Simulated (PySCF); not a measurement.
# Run report: C$_{2}$H$_{7}$OSi, geometry relaxation

- system: C$_{2}$H$_{7}$OSi, multiplicity 2
- method: PBE0-D3(BJ)/def2-SVP geometry optimisation, gas phase (PySCF 2.14.0)

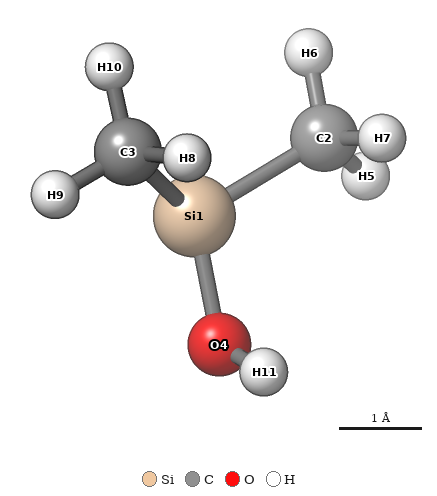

The structure as given in the input (ball-and-stick view, seen at a tilt; atoms are numbered from 1 in the order of the input).

Input file:
```
{"job": {"xc": "PBE0", "basis": "def2-SVP", "d3": "d3bj", "grid": 2, "kind": "geom", "shake": 0.01}, "charge": 0, "multiplicity": 2}
Si    -0.211457    -0.611051    -0.525049
C      0.968178     0.798149    -1.038262
C     -1.392858     0.006272     0.870463
O      0.614434    -1.929776    -0.092286
H      1.684674     0.449937    -1.788104
H      0.444593     1.659849    -1.455460
H      1.547620     1.152540    -0.171899
H     -0.771587     0.302998     1.747187
H     -2.062719    -0.766429     1.208008
H     -1.962416     0.867613     0.589210
H      1.174226    -1.958603     0.666491
```

The first line tells a small driver script what to run in PySCF; the rest is the geometry in Å.

Run as:
```bash
OMP_NUM_THREADS=1 python <driver script> task.json out
```

Log:
```
step   0  E = -444.64043875  max force = 0.039863
step   1  E = -444.64488678  max force = 0.004741
step   2  E = -444.64504247  max force = 0.001214
step   3  E = -444.64507930  max force = 0.000661
step   4  E = -444.64513324  max force = 0.001482
step   5  E = -444.64525357  max force = 0.002755
step   6  E = -444.64560567  max force = 0.009058
step   7  E = -444.64617905  max force = 0.007281
step   8  E = -444.64755334  max force = 0.004258
step   9  E = -444.64857657  max force = 0.002547
step  10  E = -444.64888488  max force = 0.002854
step  11  E = -444.64924421  max force = 0.002293
step  12  E = -444.64940326  max force = 0.001133
step  13  E = -444.64948504  max force = 0.000905
step  14  E = -444.64949724  max force = 0.000394
optimisation converged
```

Trajectory as extended XYZ (Å, eV, eV/Å), 10 of the 15 frames kept, from step=0 to step=14:
```
11
Properties=species:S:1:pos:R:3:forces:R:3 step=0 energy=-12099.28262
Si   -0.2115   -0.6110   -0.5251   -1.2949   2.0498  -0.3799
C     0.9682    0.7982   -1.0383   -0.1305  -0.4111   0.2989
C    -1.3929    0.0063    0.8705    1.8076  -0.4096   0.0760
O     0.6144   -1.9298   -0.0923    0.3279  -1.4374  -0.2375
H     1.6847    0.4499   -1.7881    0.1331  -0.1274  -0.1694
H     0.4446    1.6599   -1.4555   -0.2654   0.2132  -0.0997
H     1.5476    1.1525   -0.1719    0.0598   0.0299   0.1428
H    -0.7716    0.3030    1.7472   -0.1414  -0.0719  -0.2020
H    -2.0627   -0.7664    1.2080   -0.5403  -0.6371   0.1718
H    -1.9624    0.8676    0.5892   -0.5760   0.8507  -0.4425
H     1.1742   -1.9586    0.6665    0.6201  -0.0491   0.8416
11
Properties=species:S:1:pos:R:3:forces:R:3 step=2 energy=-12099.40789
Si   -0.2803   -0.6044   -0.4884   -0.0056  -0.0064   0.0256
C     0.8836    0.7536   -1.0824    0.0073   0.0144   0.0081
C    -1.3007    0.0022    0.9761   -0.0276   0.0255  -0.0108
O     0.5741   -1.9841   -0.0730    0.0175  -0.0266  -0.0624
H     1.5640    0.3786   -1.8619   -0.0114  -0.0066  -0.0012
H     0.3265    1.6094   -1.4949   -0.0117  -0.0096   0.0119
H     1.4982    1.1235   -0.2422    0.0108   0.0023  -0.0056
H    -0.6424    0.2830    1.8181    0.0003  -0.0001   0.0010
H    -1.9932   -0.7762    1.3311    0.0135  -0.0035  -0.0019
H    -1.8955    0.8894    0.7055    0.0187  -0.0100  -0.0032
H     1.1184   -1.9763    0.7202   -0.0118   0.0207   0.0384
11
Properties=species:S:1:pos:R:3:forces:R:3 step=3 energy=-12099.40890
Si   -0.2753   -0.6055   -0.4865   -0.0320   0.0053  -0.0213
C     0.8829    0.7560   -1.0802    0.0125  -0.0021   0.0129
C    -1.2995    0.0010    0.9744    0.0259   0.0006   0.0210
O     0.5813   -1.9856   -0.0773    0.0340  -0.0132  -0.0151
H     1.5558    0.3833   -1.8670   -0.0013   0.0036  -0.0067
H     0.3187    1.6105   -1.4845   -0.0096   0.0057   0.0031
H     1.5045    1.1243   -0.2444    0.0081   0.0007  -0.0083
H    -0.6421    0.2843    1.8169   -0.0159  -0.0020  -0.0075
H    -1.9895   -0.7792    1.3288   -0.0056  -0.0050   0.0077
H    -1.8937    0.8866    0.7006    0.0011   0.0047  -0.0084
H     1.1097   -1.9770    0.7272   -0.0172   0.0019   0.0224
11
Properties=species:S:1:pos:R:3:forces:R:3 step=5 energy=-12099.41364
Si   -0.2406   -0.6117   -0.4885   -0.0592   0.0261  -0.1095
C     0.8805    0.7810   -1.0794   -0.0147  -0.0518  -0.0212
C    -1.2828   -0.0215    0.9659    0.1417  -0.0665   0.0640
O     0.6442   -1.9802   -0.0897    0.0577   0.0918   0.1413
H     1.5060    0.4427   -1.9188    0.0185   0.0305  -0.0100
H     0.2737    1.6339   -1.4197    0.0147   0.0309  -0.0164
H     1.5480    1.1323   -0.2729   -0.0078  -0.0146   0.0094
H    -0.6376    0.2850    1.8104   -0.0269   0.0002  -0.0151
H    -1.9584   -0.8119    1.3236   -0.0444   0.0047   0.0083
H    -1.8853    0.8504    0.6729   -0.0492   0.0267  -0.0013
H     1.0050   -2.0012    0.8044   -0.0304  -0.0780  -0.0495
11
Properties=species:S:1:pos:R:3:forces:R:3 step=6 energy=-12099.42322
Si   -0.1075   -0.6237   -0.4659   -0.0942   0.0596  -0.2855
C     0.8722    0.8616   -1.0750    0.0011  -0.2110  -0.0764
C    -1.2300   -0.0815    0.9467    0.3618  -0.0872   0.1860
O     0.8918   -1.9058   -0.0176   -0.1877   0.2474   0.4658
H     1.3602    0.6246   -2.0318    0.0492   0.0926  -0.0233
H     0.1500    1.6748   -1.2447    0.0563   0.0772  -0.0524
H     1.6453    1.2066   -0.3685   -0.0399  -0.0373   0.0618
H    -0.6483    0.3327    1.7925   -0.0260  -0.0315  -0.0443
H    -1.8481   -0.9058    1.3285   -0.1301   0.0173   0.0049
H    -1.8805    0.7191    0.5731   -0.1762   0.0376   0.0027
H     0.6478   -2.2039    0.8707    0.1857  -0.1647  -0.2391
11
Properties=species:S:1:pos:R:3:forces:R:3 step=8 energy=-12099.47622
Si   -0.0939   -0.6175   -0.4612   -0.0122  -0.0577   0.0212
C     0.8676    0.8725   -1.0834   -0.0229  -0.0965  -0.1047
C    -1.2320   -0.0910    0.9515    0.0814   0.0327  -0.0042
O     0.9744   -1.8170    0.0563   -0.1262   0.2190   0.1301
H     1.3520    0.6671   -2.0499    0.0253   0.0205   0.0161
H     0.1489    1.6941   -1.2326    0.0432   0.0321  -0.0247
H     1.6425    1.2034   -0.3730   -0.0210  -0.0338   0.0619
H    -0.6637    0.3618    1.7836    0.0166  -0.0169  -0.0158
H    -1.8284   -0.9235    1.3548   -0.0240  -0.0012  -0.0168
H    -1.9286    0.6711    0.5678   -0.0540  -0.0113   0.0440
H     0.6140   -2.3222    0.7942    0.0939  -0.0869  -0.1071
11
Properties=species:S:1:pos:R:3:forces:R:3 step=9 energy=-12099.50406
Si   -0.1263   -0.6066   -0.4694   -0.0472  -0.0702   0.1170
C     0.8608    0.8590   -1.0987   -0.0093   0.0747  -0.0526
C    -1.2479   -0.0826    0.9578   -0.1309   0.0775  -0.0651
O     0.9842   -1.7419    0.0808    0.1129   0.1202  -0.0446
H     1.4012    0.6425   -2.0321    0.0117  -0.0475   0.0264
H     0.1846    1.7075   -1.2919    0.0056  -0.0209   0.0015
H     1.5974    1.1676   -0.3376    0.0001  -0.0077   0.0057
H    -0.6603    0.3693    1.7751    0.0233  -0.0060   0.0124
H    -1.8281   -0.9231    1.3708    0.0535  -0.0227  -0.0030
H    -1.9794    0.6667    0.6099    0.0545  -0.0112   0.0140
H     0.6666   -2.3598    0.7434   -0.0742  -0.0862  -0.0116
11
Properties=species:S:1:pos:R:3:forces:R:3 step=11 energy=-12099.52223
Si   -0.1390   -0.5930   -0.4351   -0.0444  -0.0010  -0.0326
C     0.8572    0.8522   -1.0968   -0.0059   0.0300   0.0612
C    -1.2784   -0.0567    0.9710   -0.0005  -0.0072   0.0256
O     1.0182   -1.6674    0.1309    0.1179  -0.0349   0.0305
H     1.4657    0.5705   -1.9683   -0.0044  -0.0266  -0.0009
H     0.2087    1.6943   -1.3820   -0.0170  -0.0141  -0.0048
H     1.5412    1.1909   -0.2993    0.0085   0.0337  -0.0246
H    -0.6853    0.4071    1.7786   -0.0103   0.0064   0.0029
H    -1.8233   -0.9141    1.3968    0.0065   0.0098   0.0055
H    -2.0279    0.6734    0.6278    0.0222   0.0053  -0.0289
H     0.7156   -2.4585    0.5846   -0.0725  -0.0012  -0.0338
11
Properties=species:S:1:pos:R:3:forces:R:3 step=12 energy=-12099.52656
Si   -0.1315   -0.5936   -0.4193   -0.0186   0.0196  -0.0458
C     0.8576    0.8534   -1.0883    0.0022  -0.0181   0.0583
C    -1.2812   -0.0494    0.9746    0.0528  -0.0330   0.0394
O     1.0284   -1.6667    0.1486    0.0496  -0.0404   0.0308
H     1.4794    0.5526   -1.9440   -0.0021   0.0016  -0.0101
H     0.2029    1.6800   -1.4021   -0.0127  -0.0055  -0.0108
H     1.5294    1.2195   -0.2927    0.0001   0.0270  -0.0158
H    -0.6943    0.4226    1.7822   -0.0123   0.0081  -0.0050
H    -1.8239   -0.9054    1.4050   -0.0192   0.0170   0.0039
H    -2.0260    0.6771    0.6157   -0.0060   0.0073  -0.0223
H     0.7118   -2.4914    0.5282   -0.0338   0.0164  -0.0227
11
Properties=species:S:1:pos:R:3:forces:R:3 step=14 energy=-12099.52911
Si   -0.1180   -0.5994   -0.4071    0.0023   0.0094  -0.0009
C     0.8604    0.8532   -1.0769    0.0083  -0.0203   0.0017
C    -1.2747   -0.0441    0.9765    0.0193  -0.0098   0.0059
O     1.0327   -1.6839    0.1643   -0.0168  -0.0040  -0.0040
H     1.4947    0.5488   -1.9227    0.0026   0.0091  -0.0002
H     0.1886    1.6560   -1.4165   -0.0022   0.0006  -0.0048
H     1.5167    1.2567   -0.2868   -0.0059   0.0048   0.0026
H    -0.6960    0.4382    1.7836   -0.0009   0.0027  -0.0026
H    -1.8314   -0.8878    1.4125   -0.0090   0.0054  -0.0010
H    -2.0084    0.6828    0.5944   -0.0058   0.0021   0.0002
H     0.6881   -2.5218    0.4868    0.0080  -0.0001   0.0030
```

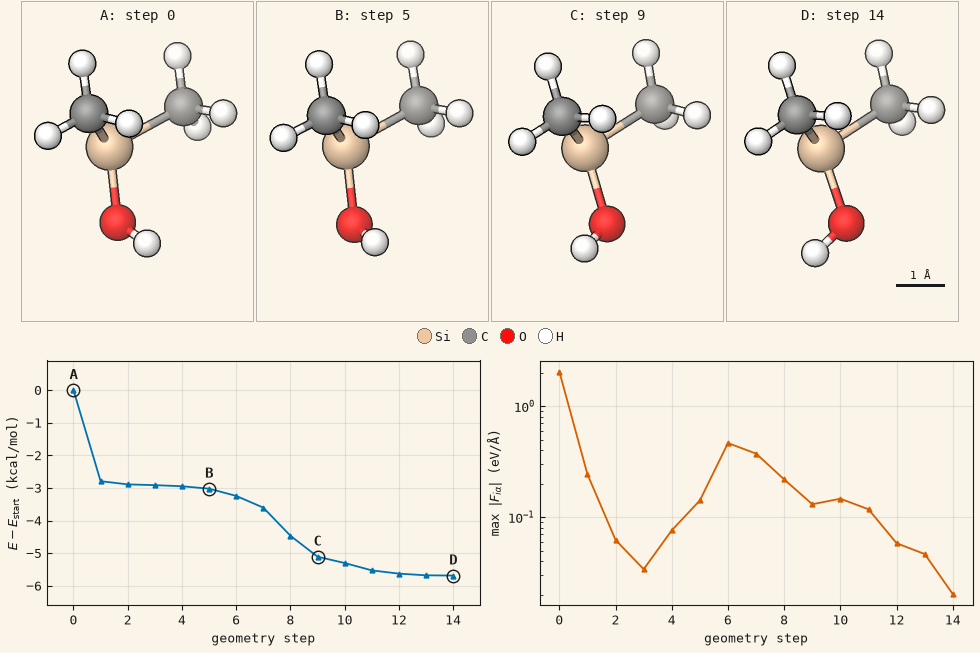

Frames of the relaxation (ball-and-stick view, seen at a tilt) above the curves, on which the letters mark them (steps are counted from 0).

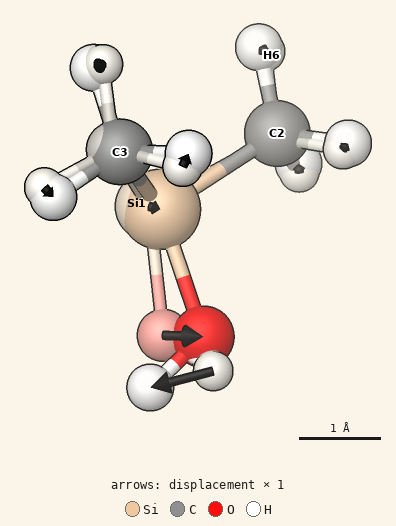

Start (faint) and end (solid) with the displacements as black arrows, at true length (ball-and-stick view, seen at a tilt). The two geometries are laid on each other by the best rigid fit. H11 moves most after the best rigid fit: 0.81 Å. By element the largest moves are H 0.81 Å, O 0.53 Å, Si 0.15 Å, C 0.08 Å. Among the contacts that change: Si1–O4 1.615 → 1.681 Å, Si1–C3 1.930 → 1.887 Å, Si1–C2 1.908 → 1.875 Å, C3–H10 1.070 → 1.101 Å. Among the angles that change: Si1–O4–H11 123.0° → 115.5°, C2–Si1–O4 111.0° → 105.3°, Si1–C3–H10 113.2° → 110.4°. The energy falls by 5.68 kcal/mol in 14 geometry steps. The largest force component goes from 2 to 0.02 eV/Å. (Atoms are counted from 1 in the order of the input.)

Summary:

```csv
quantity,value
outcome,converged
total energy,−444.649497 hartree
⟨S²⟩,0.751
dipole moment,1.11 D
point group,C1
hardware,"1 CPU thread, shared host"
wall time,2 min
peak memory,0.5 GiB
```
